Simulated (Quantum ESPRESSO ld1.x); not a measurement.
Atomic calculation for Tc

- system: a free Tc atom in the configuration [Kr] 4d3.5 5s2 5p1.5 (open shells shared over both j by 2j + 1).
- method: Dirac Kohn-Sham, LDA (Slater exchange, Perdew-Zunger correlation), spin-unpolarised, spherical densities, point nucleus (Quantum ESPRESSO ld1.x 7.5)

### Input file
```
 &input
    atom='Tc',
    iswitch=1,
    rel=2,
    dft='PZ',
    config='[Kr] 4d3.5 5s2 5p1.5',
    rel_dist='average',
    verbosity='high',
    lsmall=.true.,
    prefix='ld1',
    max_out_wfc=37,
    file_charge='ld1.rho',
 /
```

Hardware: 1 CPU thread, shared host.

### The program's output
```
     Program LD1 v.7.5 starts

     --------------------------- All-electron run ----------------------------

     dirac relativistic calculation

     atomic number is 43.00
     dft =PZ   lsd =0 sic =0 latt =0  beta=0.20 tr2=1.0E-14
     Exchange-correlation= PZ
                           (   1   1   0   0   0   0   0)
     mesh =2047 r(mesh) = 100.16310 a.u. xmin = -8.00 dx = 0.00800
     1 Ry =  13.60569312 eV, c = 137.03599908

     n l j   nl                  e(Ry)          e(Ha)          e(eV)
     Spin orbit split results
     1 0 0.5 1S 1( 2.00)   -1531.547405877    -765.773702938 -20837.7640077
     2 0 0.5 2S 1( 2.00)    -219.038746835    -109.519373418  -2980.1739715
     2 1 0.5 2P 1( 2.00)    -202.161733130    -101.080866565  -2750.5505022
     2 1 1.5 2P 1( 4.00)    -193.485322802     -96.742661401  -2632.5019258
     3 0 0.5 3S 1( 2.00)     -38.598021355     -19.299010678   -525.1528337
     3 1 0.5 3P 1( 2.00)     -32.108832545     -16.054416273   -436.8629221
     3 1 1.5 3P 1( 4.00)     -30.656174970     -15.328087485   -417.0985090
     4 0 0.5 4S 1( 2.00)      -5.929161818      -2.964580909    -80.6703562
     4 1 0.5 4P 1( 2.00)      -4.006183168      -2.003091584    -54.5068988
     4 1 1.5 4P 1( 4.00)      -3.780131208      -1.890065604    -51.4313052
     3 2 1.5 3D 1( 4.00)     -19.133861505      -9.566930752   -260.3294479
     3 2 2.5 3D 1( 6.00)     -18.854225760      -9.427112880   -256.5248098
     4 2 1.5 4D 1( 1.40)      -0.934955024      -0.467477512    -12.7207111
     4 2 2.5 4D 1( 2.10)      -0.910200246      -0.455100123    -12.3839052
     5 0 0.5 5S 1( 2.00)      -0.575098367      -0.287549183     -7.8246119
     5 1 0.5 5P 1( 0.50)      -0.241560145      -0.120780072     -3.2865932
     5 1 1.5 5P 1( 1.00)      -0.224417717      -0.112208859     -3.0533586
     Averaged results
     1 0     1S 1( 2.00)   -1531.547405877    -765.773702938 -20837.7640077
     2 0     2S 1( 2.00)    -219.038746835    -109.519373418  -2980.1739715
     2 1     2P 1( 6.00)    -196.377459578     -98.188729789  -2671.8514513
     3 0     3S 1( 2.00)     -38.598021355     -19.299010678   -525.1528337
     3 1     3P 1( 6.00)     -31.140394162     -15.570197081   -423.6866467
     4 0     4S 1( 2.00)      -5.929161818      -2.964580909    -80.6703562
     4 1     4P 1( 6.00)      -3.855481862      -1.927740931    -52.4565031
     3 2     3D 1(10.00)     -18.966080058      -9.483040029   -258.0466650
     4 2     4D 1( 3.50)      -0.920102157      -0.460051079    -12.5186276
     5 0     5S 1( 2.00)      -0.575098367      -0.287549183     -7.8246119
     5 1     5P 1( 1.50)      -0.230131860      -0.115065930     -3.1311035

     final scf error:  6.5E-15 reached in  32 iterations

     Etot =   -8563.066320 Ry,   -4281.533160 Ha, -116506.452539 eV

     Ekin =    8892.727087 Ry,    4446.363544 Ha,  120991.715775 eV
     Encl =  -20679.182950 Ry,  -10339.591475 Ha, -281354.617250 eV
     Eh   =    3470.815802 Ry,    1735.407901 Ha,   47222.854685 eV
     Exc  =    -247.426259 Ry,    -123.713129 Ha,   -3366.405748 eV

     normalization and overlap integrals

     s(1S/1S) =  1.000000  <r> =   0.0343  <r2> =    0.0016  r(max) =   0.0223
     LC norm =  0.97540974 + SC norm =  0.02459026 =  1.00000000
     s(1S/2S) =  0.000000
     s(1S/3S) = -0.000000
     s(1S/4S) =  0.000000
     s(1S/5S) =  0.000000
     s(2S/2S) =  1.000000  <r> =   0.1494  <r2> =    0.0264  r(max) =   0.1268
     LC norm =  0.99493775 + SC norm =  0.00506225 =  1.00000000
     s(2S/3S) =  0.000000
     s(2S/4S) =  0.000000
     s(2S/5S) =  0.000000
     s(2P/2P) =  1.000000  <r> =   0.1272  <r2> =    0.0199  r(max) =   0.0982
     LC norm =  0.99492388 + SC norm =  0.00507612 =  1.00000000
     s(2P/3P) =  0.000000
     s(2P/4P) =  0.000000
     s(2P/5P) =  0.000000
     s(2P/2P) =  1.000000  <r> =   0.1318  <r2> =    0.0212  r(max) =   0.1022
     LC norm =  0.99509766 + SC norm =  0.00490234 =  1.00000000
     s(2P/3P) =  0.000000
     s(2P/4P) = -0.000000
     s(2P/5P) =  0.000000
     s(3S/3S) =  1.000000  <r> =   0.4159  <r2> =    0.1983  r(max) =   0.3734
     LC norm =  0.99863500 + SC norm =  0.00136500 =  1.00000000
     s(3S/4S) =  0.000000
     s(3S/5S) =  0.000000
     s(3P/3P) =  1.000000  <r> =   0.4095  <r2> =    0.1954  r(max) =   0.3587
     LC norm =  0.99868630 + SC norm =  0.00131370 =  1.00000000
     s(3P/4P) =  0.000000
     s(3P/5P) =  0.000000
     s(3P/3P) =  1.000000  <r> =   0.4202  <r2> =    0.2055  r(max) =   0.3704
     LC norm =  0.99873378 + SC norm =  0.00126622 =  1.00000000
     s(3P/4P) =  0.000000
     s(3P/5P) = -0.000000
     s(4S/4S) =  1.000000  <r> =   1.0494  <r2> =    1.2476  r(max) =   0.9444
     LC norm =  0.99967202 + SC norm =  0.00032798 =  1.00000000
     s(4S/5S) =  0.000000
     s(4P/4P) =  1.000000  <r> =   1.1370  <r2> =    1.4796  r(max) =   0.9988
     LC norm =  0.99971911 + SC norm =  0.00028089 =  1.00000000
     s(4P/5P) =  0.000000
     s(4P/4P) =  1.000000  <r> =   1.1662  <r2> =    1.5565  r(max) =   1.0231
     LC norm =  0.99973082 + SC norm =  0.00026918 =  1.00000000
     s(4P/5P) = -0.000000
     s(3D/3D) =  1.000000  <r> =   0.3971  <r2> =    0.1894  r(max) =   0.3081
     LC norm =  0.99884578 + SC norm =  0.00115422 =  1.00000000
     s(3D/4D) =  0.000000
     s(3D/3D) =  1.000000  <r> =   0.4006  <r2> =    0.1926  r(max) =   0.3131
     LC norm =  0.99885948 + SC norm =  0.00114052 =  1.00000000
     s(3D/4D) = -0.000000
     s(4D/4D) =  1.000000  <r> =   1.5666  <r2> =    2.9403  r(max) =   1.2297
     LC norm =  0.99984316 + SC norm =  0.00015684 =  1.00000000
     s(4D/4D) =  1.000000  <r> =   1.5824  <r2> =    3.0015  r(max) =   1.2396
     LC norm =  0.99984587 + SC norm =  0.00015413 =  1.00000000
     s(5S/5S) =  1.000000  <r> =   2.9649  <r2> =   10.0091  r(max) =   2.5264
     LC norm =  0.99995202 + SC norm =  0.00004798 =  1.00000000
     s(5P/5P) =  1.000000  <r> =   3.8261  <r2> =   16.9418  r(max) =   3.1355
     LC norm =  0.99997155 + SC norm =  0.00002845 =  1.00000000
     s(5P/5P) =  1.000000  <r> =   3.9471  <r2> =   18.0326  r(max) =   3.2117
     LC norm =  0.99997329 + SC norm =  0.00002671 =  1.00000000

     LC charge = 42.88607648 + SC charge =  0.11392352 = 43.00000000

     ------------------------ End of All-electron run ------------------------
```

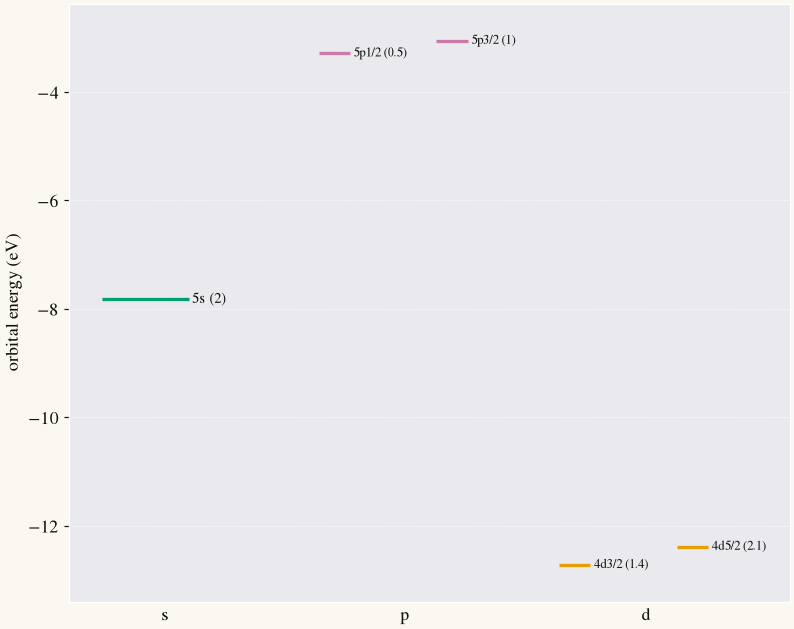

**Figure 1.** The outer levels are drawn by angular momentum (occupations in brackets, the lower j at the left of each column). The highest occupied level is 5p3/2 at −3.05 eV. From the top down the occupied levels run 5p3/2 (−3.05 eV), 5p1/2 (−3.29 eV), 5s (−7.82 eV), 4d5/2 (−12.4 eV), 4d3/2 (−12.7 eV). Spin-orbit splittings: 5p 0.233 eV, 4d 0.337 eV. The open 4d shell lies under a filled one.

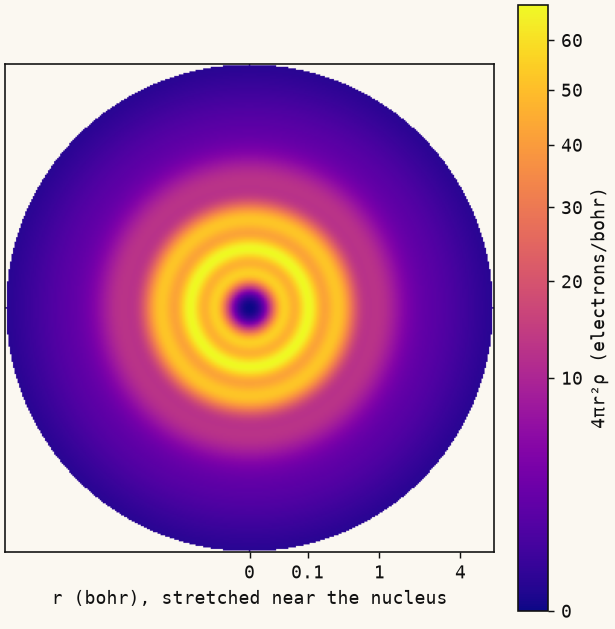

**Figure 2.** The radial density 4πr²ρ as a disc about the nucleus, with the radius drawn as r to the power 0.35. There are 4 maxima, at r = 0.0242, 0.106, 0.329 and 0.922 bohr, parted by minima at 0.0485, 0.213 and 0.811 bohr, inside which lie 2.1, 11.1 and 29.4 electrons. The outermost maximum rises little above the minimum before it. The configuration has 5 principal shells, so not every shell has a maximum of its own.

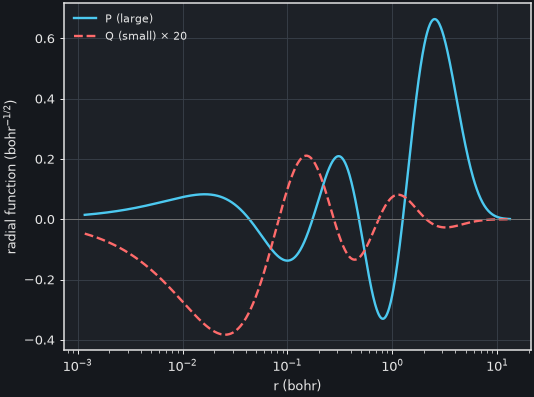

**Figure 3.** The large and small radial components of one occupied spinor. It is 5s1/2. The spinor has κ = −1: the large component has l = 0 and 4 radial nodes (r = 0.0434, 0.174, 0.481 and 1.26 bohr), the small one has l = 1. The small component carries 0.0048 % of the norm; ⟨r⟩ = 2.96 bohr and the eigenvalue is −7.82 eV. The nodes of P give n − l − 1 and its extent picks the shell; Q has as many nodes as P for κ < 0 and one more for κ > 0.

### Results in brief

- outcome: converged
- total energy: −4281.5332 hartree
- kinetic energy: 4446.3635 hartree
- electron–nucleus energy: −10339.5915 hartree
- Hartree energy: 1735.4079 hartree
- exchange–correlation energy: −123.713129 hartree
- radius at density 0.001 e/bohr³: 5.10 bohr
- SCF iterations: 32
- wall time: 1.8 s
